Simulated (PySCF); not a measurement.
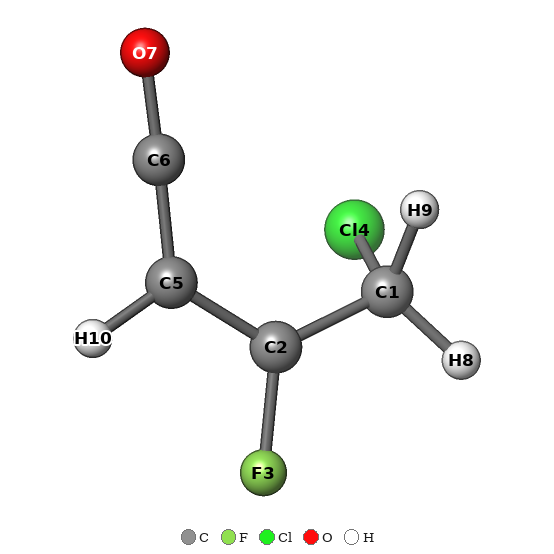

State: neutral, doublet. The computed structure is the end point of a GFN2-xTB optimisation. No frequency run is at hand to confirm it as a minimum. Level of theory: UKS B3LYP, pcH-1 on C Cl F H O, non-relativistic (PySCF 2.14.0). Fermi-contact and spin-dipolar terms alone, no spin-orbit part.

Which nucleus has the largest dipolar (anisotropic) hyperfine coupling?

19F at F3: principal values −195.2, −160.5, 355.7 MHz.

List the isotropic and dipolar parts for the most strongly coupled nuclei, one of each equivalent set.

```csv
atom,isotope,a_iso (MHz),dipolar part (MHz)
F3,19F,113.0,"−195.2, −160.5, 355.7"
C2,13C,82.5,"−62.7, −62.1, 124.8"
Cl4,35Cl,43.0,"−24.1, −23.3, 47.3"
O7,17O,−10.6,"−44.9, 21.5, 23.4"
C6,13C,14.6,"−22.8, −20.2, 43.0"
C5,13C,−35.0,"−10.5, 2.7, 7.9"
H8,1H,6.8,"−5.1, −2.4, 7.5"
H9,1H,21.8,"−4.5, −2.4, 6.9"
```
